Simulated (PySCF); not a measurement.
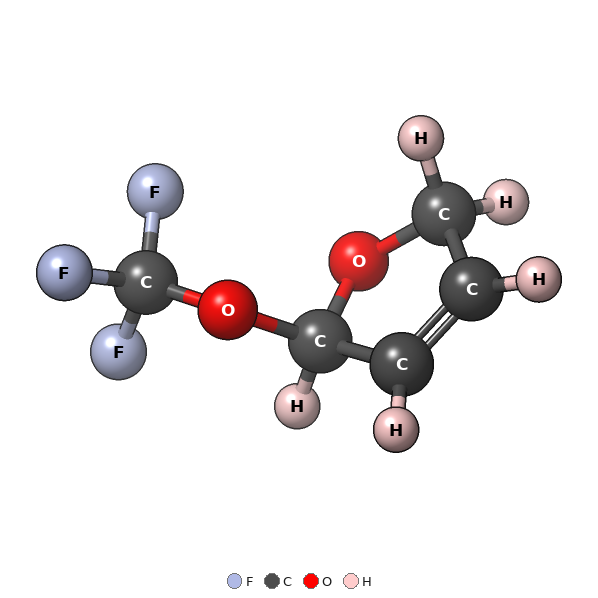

Multiple sticks mark multiple bonds (one Kekulé form).

Computed geometry: GFN2-xTB optimisation. No frequency run is at hand to confirm it as a minimum.

Question: Which formula does it have?

Answer: C5H5F3O2, 15 atoms: 5 carbon, 5 hydrogen, 3 fluorine and 2 oxygen.

Question: Describe its rings.

Answer: Independent rings (smallest set): 1 of 5 members.

Question: Which point group does it belong to?

Answer: C1.

The parts below concern this one geometry. Atoms keep their numbers from picture to picture.

Shape

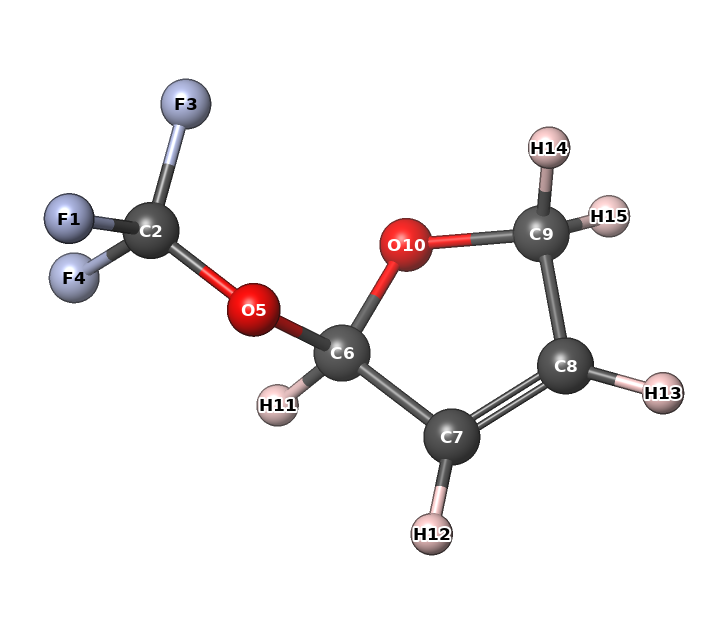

Numbered structure. No frequency run is at hand to confirm it as a minimum.

Question: Describe the coordination of atom 2.

Answer: C2 has 4 neighbours (F1 at 1.33, F3 at 1.34, F4 at 1.35, O5 at 1.32 Å); the arrangement is tetrahedral.

Question: Describe the coordination of atom 10.

Answer: O10 has 2 neighbours (C6 at 1.38, C9 at 1.43 Å); the arrangement is bent.

Question: How are the neighbours of atom 8 arranged?

Answer: C8 has 3 neighbours (C7 at 1.32, C9 at 1.50, H13 at 1.07 Å); the arrangement is trigonal planar.

Question: Describe the coordination of atom 5.

Answer: O5 has 2 neighbours (C2 at 1.32, C6 at 1.47 Å); the arrangement is bent.

Question: What is the dihedral angle C7–C8–C9–O10?

Answer: 7° in size, that is syn (eclipsed).

Dipole moment

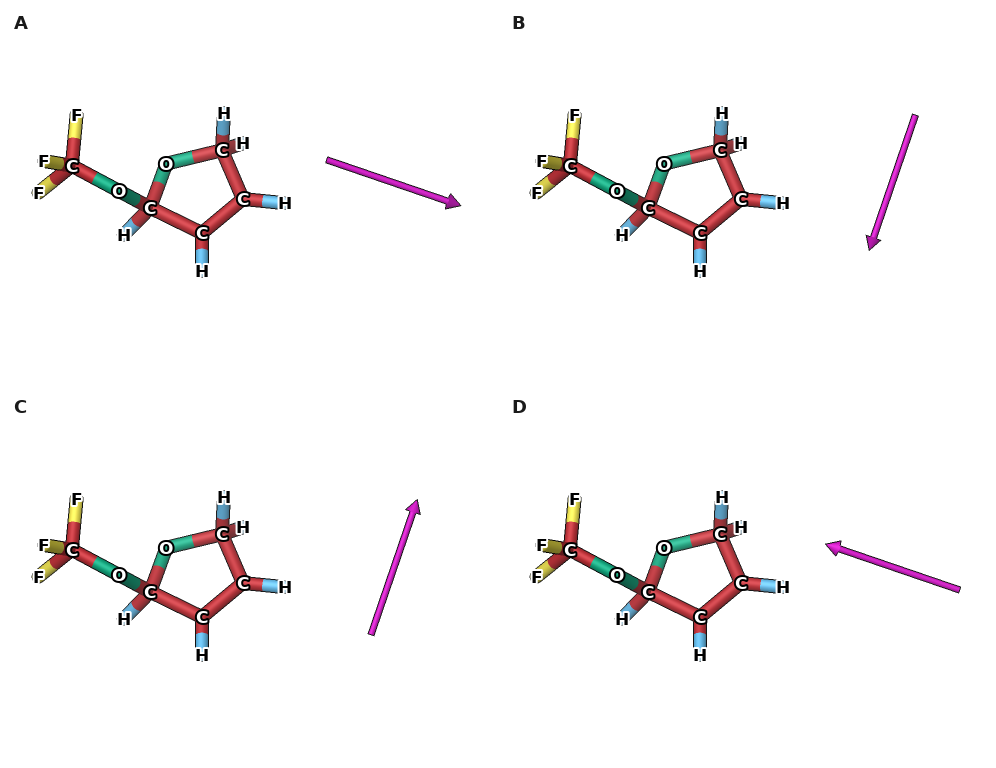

The same molecule four times, each with an arrow. No frequency run is at hand to confirm it as a minimum. Level of theory: PBE0/def2-SVPD, gas phase (PySCF 2.14.0).

Question: Which arrow points along the dipole moment, from the negative to the positive end?

Answer: A. The dipole moment is 4.27 D.

Ring current

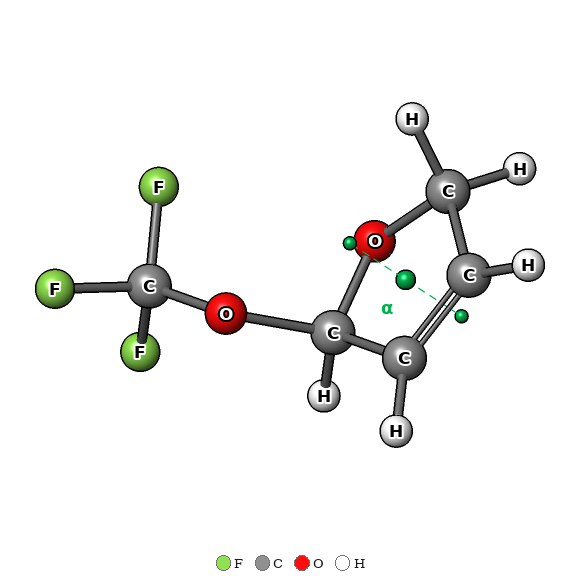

The small points mark where nucleus-independent chemical shifts (NICS) were computed: at the centre of each lettered ring and 1 Å above and below it. No frequency run is at hand to confirm it as a minimum. Method: GIAO PBE0/pcSseg-1 NMR shielding, non-relativistic, gas phase (PySCF 2.14.0).

Give NICS(0), NICS(1) and the out-of-plane component NICS(1)zz for each ring (means of the two sides).

```json
{"ring": "α", "members": "C4O", "NICS(0)": "−5.2", "NICS(1)": "−3.8", "NICS(1)zz": "−6.7"}
```

Values in ppm.

Question: What do the values say about the ring currents?

Answer: Ring α: weak, as in a non-aromatic ring. NICS is one index among several.

Charges

The questions are on Mulliken charges. No frequency run is at hand to confirm it as a minimum. Method: PBE0/pcSseg-1, gas phase (PySCF 2.14.0).

Question: Which atom carries the highest charge (most positive or least negative)?

Answer: C2 (0.95 e).

Question: And the lowest?

Answer: O5, O10 (−0.49 e).

List the Mulliken charges.

| atom | value (e) |
| --- | --- |
| F1 | −0.25 |
| C2 | 0.95 |
| F3 | −0.27 |
| F4 | −0.28 |
| O5 | −0.49 |
| C6 | 0.32 |
| C7 | −0.10 |
| C8 | −0.19 |
| C9 | 0.14 |
| O10 | −0.49 |
| H11 | 0.15 |
| H12 | 0.11 |
| H13 | 0.11 |
| H14 | 0.14 |
| H15 | 0.14 |

Mulliken values depend strongly on the basis set and can even reverse the polarity of a bond.
